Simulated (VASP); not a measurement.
Band structure of BaS (relaxed from the NiAs type structure, space group P6_3/mmc). These are PBEsol GGA, VASP's PBE PAW potentials (set 64) (plane waves; VASP) values and carry that method's errors.

Unless said otherwise, spin-orbit coupling is left out, though it shifts the bands of the heavy elements here.

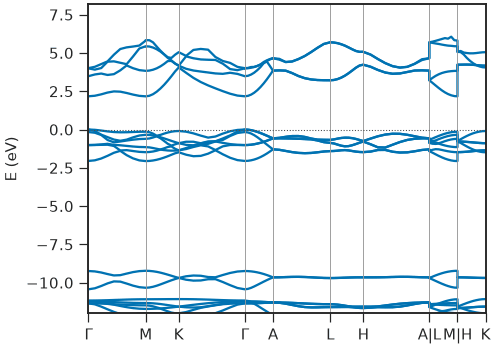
Figure: Bands along high-symmetry lines, zero at the valence-band maximum or, without a gap, the Fermi level

Read the plot: is there a gap, and where are the band edges?

The gap is indirect, 2.17 eV, from the valence maximum at Γ to the conduction minimum at M. (Edges off the drawn lines would not show.)

The structure was generated: BaS was put into the NiAs type type (P6_3/mmc), which need not be its known phase. It was relaxed first, which changed the volume by -19 %.
